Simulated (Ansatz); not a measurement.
The calculation's input:

```
crystal:
  periodic: [false, false, false]
  atoms:
    - {symbol: O, position_ang: [-0.410845, 1.077836, -1.615406]}
    - {symbol: P, position_ang: [-0.910868, -0.164037, -0.655887]}
    - {symbol: Si, position_ang: [1.053090, -0.922233, 0.208594]}
    - {symbol: S, position_ang: [-1.472070, 0.721331, 1.178041]}
    - {symbol: H, position_ang: [0.177053, 1.707843, -1.184352]}
    - {symbol: H, position_ang: [1.758461, 0.162421, 0.949534]}
    - {symbol: H, position_ang: [1.906616, -1.366503, -0.924071]}
    - {symbol: H, position_ang: [0.775218, -2.064148, 1.114789]}
    - {symbol: H, position_ang: [-2.788155, 0.801190, 0.911557]}
basis:
  gaussian: {orbitals: def2-TZVPP}
hamiltonian: {xc: pbe0, dispersion: d4}
output: {orbitals: {seedname: orbitals}}
```

Command:

```sh
ansatz run in.yaml --threads 2 --pin off --events-out ev --progress --plain --max-ram 4352MiB
```

Geometry: PBE0-D4/def2-TZVP.

Method: RKS PBE0-D4/def2-TZVPP in Ansatz.

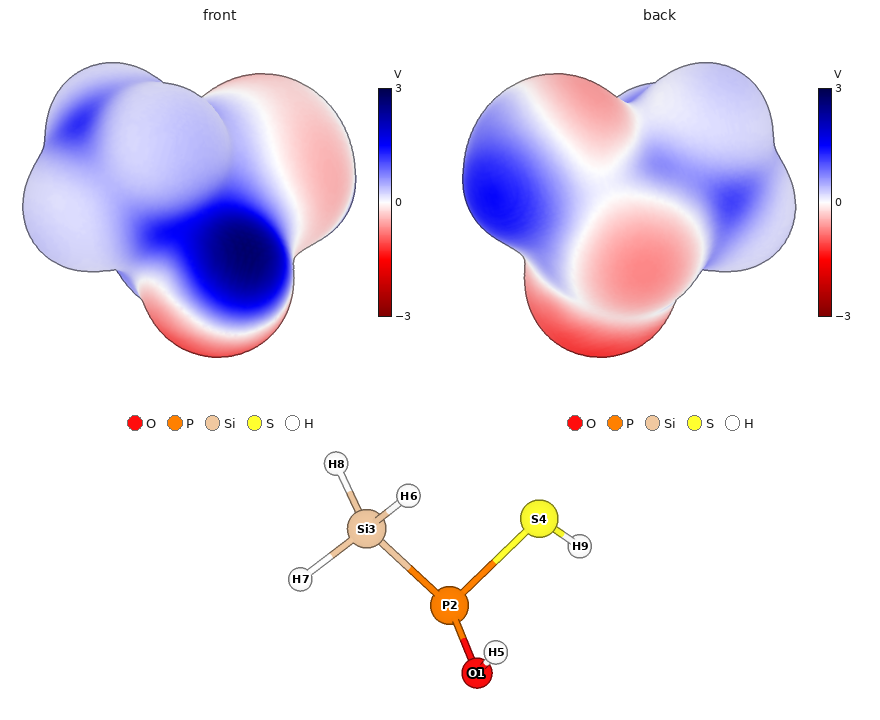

H5OPSSi (SMILES OP([SiH3])S). The molecular electrostatic potential painted on the density surface at 0.002 e/bohr³, seen from the front and from behind; red is negative and blue positive. The bare structure is drawn below in the same view.

Question: Describe the electrostatic potential map.

Answer: The most negative region (about −1.2 V) lies over O1, the most positive (about +2.7 V) over H5. O1 is the likeliest acceptor of a hydrogen bond.
